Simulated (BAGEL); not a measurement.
**C2H6AlS− (SMILES C[C]([AlH3-])=S) at HF/STO-3G (density fitting with qzvpp-jkfit)**

Aim: the vertical singlet–triplet gap of C2H6AlS− at HF/STO-3G (density fitting with qzvpp-jkfit), from 2 runs. 

The calculation is run with BAGEL 1.2.2.

## Step 1: The system as given

C2H6AlS−: 10 atoms, total charge -1, spin state singlet. As SMILES, `C[C]([AlH3-])=S`. The shape comes from GFN2-xTB, which is rough for such elements, and wasn't checked as a minimum.

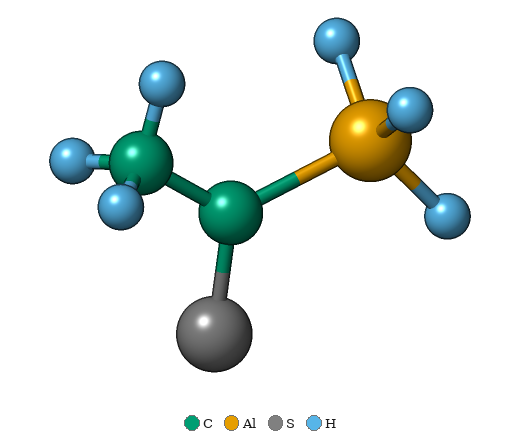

Viewed from a chosen angle; carbon teal, aluminium amber, sulfur grey, hydrogen blue.

## Step 2: The energy at HF/STO-3G (density fitting with qzvpp-jkfit)

File input.json:

```json
{ "bagel": [

{
  "title": "molecule",
  "basis": "sto-3g",
  "df_basis": "qzvpp-jkfit",
  "angstrom": true,
  "geometry": [
    { "atom": "C", "xyz": [      -0.351600,       1.355410,      -0.614240 ] },
    { "atom": "C", "xyz": [      -0.559810,      -0.103870,      -0.325830 ] },
    { "atom": "Al", "xyz": [       0.712510,      -1.256230,       0.810220 ] },
    { "atom": "S", "xyz": [      -1.917030,      -0.792930,      -0.957170 ] },
    { "atom": "H", "xyz": [      -0.275800,       1.525900,      -1.690860 ] },
    { "atom": "H", "xyz": [      -1.192610,       1.946390,      -0.243400 ] },
    { "atom": "H", "xyz": [       0.566800,       1.694100,      -0.131870 ] },
    { "atom": "H", "xyz": [       0.183280,      -2.752920,       0.910240 ] },
    { "atom": "H", "xyz": [       0.723880,      -0.482440,       2.223140 ] },
    { "atom": "H", "xyz": [       2.110370,      -1.133420,       0.019790 ] }
  ]
},

{ "title": "hf", "charge": -1 },

{ "title": "print", "file": "orbitals.molden", "orbitals": true }

]}
```

Command:

```console
$ BAGEL_NUM_THREADS=1 BAGEL input.json > input.out
```

Standard output:

```text
* using 1 threads per process

  ===============================================================
  ===============================================================

  *** Geometry ***

  { "atom" : "C", "xyz" : [     -0.664428,      2.561354,     -1.160745 ] },
  { "atom" : "C", "xyz" : [     -1.057888,     -0.196286,     -0.615729 ] },
  { "atom" : "Al", "xyz" : [      1.346449,     -2.373931,      1.531094 ] },
  { "atom" : "S", "xyz" : [     -3.622662,     -1.498421,     -1.808789 ] },
  { "atom" : "H", "xyz" : [     -0.521186,      2.883533,     -3.195262 ] },
  { "atom" : "H", "xyz" : [     -2.253706,      3.678144,     -0.459959 ] },
  { "atom" : "H", "xyz" : [      1.071097,      3.201385,     -0.249198 ] },
  { "atom" : "H", "xyz" : [      0.346349,     -5.202265,      1.720104 ] },
  { "atom" : "H", "xyz" : [      1.367935,     -0.911679,      4.201126 ] },
  { "atom" : "H", "xyz" : [      3.988021,     -2.141853,      0.037398 ] },

  Number of auxiliary basis functions:      514

  Since a DF basis is specified, we compute 2- and 3-index integrals:
    o Being stored without compression. Storage requirement is 0.005 GB

  Number of basis functions:       34
  Number of electrons      :       47

    * METHOD: MOLECULE                             0.33

  *** RHF ***

  === Nuclear Repulsion ===
   184.8519178154

      * DIIS with orbital gradients will be used.

  === RHF iteration (sto-3g) ===
      0       -710.21985770          0.01312840           0.04
      1       -710.27957842          0.00927013           0.04
      2       -710.30711357          0.00130012           0.04
      3       -710.30817770          0.00013818           0.04
      4       -710.30818872          0.00003210           0.04
      5       -710.30818942          0.00000655           0.04
      6       -710.30818945          0.00000147           0.04
      7       -710.30818946          0.00000072           0.04
      8       -710.30818946          0.00000028           0.04
      9       -710.30818946          0.00000011           0.04
     10       -710.30818946          0.00000007           0.04
     11       -710.30818946          0.00000004           0.04
     12       -710.30818946          0.00000001           0.04
    * SCF iteration converged.

    * Permanent dipole moment:
           (    0.944996,    -1.286073,     0.959574) a.u.

    * METHOD: HF                                   0.66

    * METHOD: PRINT                                0.01

  ===============================================================
```

Run time: 1.2 s. Hardware: 1 thread of Arm Neoverse N1, shared host; peak memory 0.082 GiB.

## Step 3: The triplet at the same level

input.json, as its differences from that of step 2:

```diff
@@ -21,5 +21,13 @@
 
-{ "title": "hf", "charge": -1 },
+{
+  "title": "uhf",
+  "charge": -1,
+  "nopen": 2
+},
 
-{ "title": "print", "file": "orbitals.molden", "orbitals": true }
+{
+  "title": "print",
+  "file": "orbitals.molden",
+  "orbitals": true
+}
```

Command:

```console
$ BAGEL_NUM_THREADS=1 BAGEL input.json > input.out
```

Standard output:

```text
* using 1 threads per process

  ===============================================================
  ===============================================================

  *** Geometry ***

  { "atom" : "C", "xyz" : [     -0.664428,      2.561354,     -1.160745 ] },
  { "atom" : "C", "xyz" : [     -1.057888,     -0.196286,     -0.615729 ] },
  { "atom" : "Al", "xyz" : [      1.346449,     -2.373931,      1.531094 ] },
  { "atom" : "S", "xyz" : [     -3.622662,     -1.498421,     -1.808789 ] },
  { "atom" : "H", "xyz" : [     -0.521186,      2.883533,     -3.195262 ] },
  { "atom" : "H", "xyz" : [     -2.253706,      3.678144,     -0.459959 ] },
  { "atom" : "H", "xyz" : [      1.071097,      3.201385,     -0.249198 ] },
  { "atom" : "H", "xyz" : [      0.346349,     -5.202265,      1.720104 ] },
  { "atom" : "H", "xyz" : [      1.367935,     -0.911679,      4.201126 ] },
  { "atom" : "H", "xyz" : [      3.988021,     -2.141853,      0.037398 ] },

  Number of auxiliary basis functions:      514

  Since a DF basis is specified, we compute 2- and 3-index integrals:
    o Being stored without compression. Storage requirement is 0.005 GB

  Number of basis functions:       34
  Number of electrons      :       47

    * METHOD: MOLECULE                             0.33

  *** Open-shell HF ***

  === Nuclear Repulsion ===
   184.8519178154

      * DIIS with orbital gradients will be used.

  === UHF iteration (sto-3g) ===
      0       -710.20888134          0.01774205           0.08
      1       -710.27110728          0.00693295           0.08
      2       -710.28356039          0.00351242           0.08
      3       -710.28863593          0.00237119           0.08
      4       -710.29213415          0.00099897           0.08
      5       -710.29288788          0.00034939           0.08
      6       -710.29297294          0.00019962           0.08
      7       -710.29300943          0.00007026           0.08
      8       -710.29301387          0.00001229           0.08
      9       -710.29301406          0.00000341           0.08
     10       -710.29301408          0.00000155           0.08
     11       -710.29301409          0.00000090           0.08
     12       -710.29301410          0.00000058           0.08
     13       -710.29301410          0.00000044           0.08
     14       -710.29301410          0.00000030           0.08
     15       -710.29301410          0.00000017           0.08
     16       -710.29301410          0.00000005           0.08
     17       -710.29301410          0.00000002           0.08
     18       -710.29301410          0.00000001           0.08
    * SCF iteration converged.

    * S^2 (UHF) is 2.0115

    * Permanent dipole moment:
           (    1.430120,    -0.979036,     1.168833) a.u.

    * METHOD: UHF                                  1.67

    * METHOD: PRINT                                0.01

  ===============================================================
```

Wall time 2.2 s (1 thread of Arm Neoverse N1, shared host); peak memory 0.082 GiB.

## Step 4: Results

Level: HF/STO-3G (density fitting with qzvpp-jkfit).

```
                                                      quantity          value
                                         singlet: total energy  -710.30819 Eh
                                          singlet: HOMO energy        0.66 eV
                                          singlet: LUMO energy       12.25 eV
singlet: HOMO–LUMO gap (to an unbound level, set by the basis)       11.58 eV
                                         triplet: total energy  -710.29301 Eh
                                                 triplet: ⟨S²⟩          2.011
              vertical energy of the triplet above the singlet       0.413 eV
```

At this shape the triplet lies 0.41 eV (9.5 kcal/mol) above the singlet. In a minimal basis such a difference can be off by several eV, whatever the method. The HOMO (singlet) lies at positive energy, 0.66 eV: the electron is unbound at this level or held by a compact basis; values depend on the basis.
